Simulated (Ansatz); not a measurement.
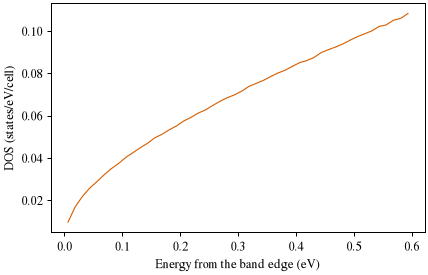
*Density of states of C (Fd-3m) below the valence band maximum, PBE, rigid bands (Ansatz, a first-principles code); cell volume 11.2 Å³.*

Q: What effective density of states at 300 K does this give (∫ g(E) exp(−E/k_BT) dE, both spins, divided by the cell's size)?

A: 4.1e19 cm⁻³, a density-of-states mass of 1.39 mₑ, valleys and band degeneracy included.

Spin-orbit coupling is left out. Geometry: cell and atoms relaxed with PBEsol.
